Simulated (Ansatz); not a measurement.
Whose spectrum is this?

Method: Ansatz, PBE, independent particles, without spin-orbit coupling, line width 0.1 eV (Gaussian); metals get a typed carrier damping. The response is along the first axis of the cell.

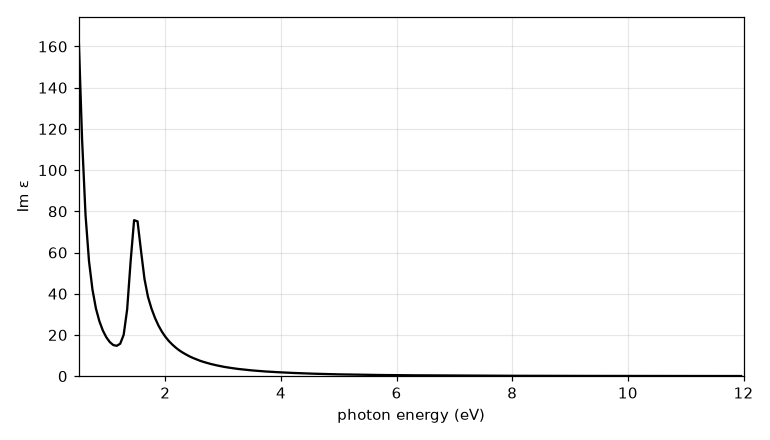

Which of these systems gave the spectrum?
A. Al2O3 (R-3c)
B. Al (Fm-3m)
C. Tl (P6_3/mmc)
D. Sr2MgAl3 (P6_3/mmc)

B. Al (Fm-3m): a metal, with a Drude term, main peak of the conductivity above 1 eV at 1.50 eV. The others: Al2O3 (R-3c), least direct gap 6.22 eV, ε∞ = 3.33 along the first axis, strongest peak along the first axis at 11.24 eV; Sr2MgAl3 (P6_3/mmc), a metal, with a Drude term, main peak of the conductivity above 1 eV at 1.87 eV; Tl (P6_3/mmc), a metal, with a Drude term, main peak of the conductivity above 1 eV at 1.52 eV.
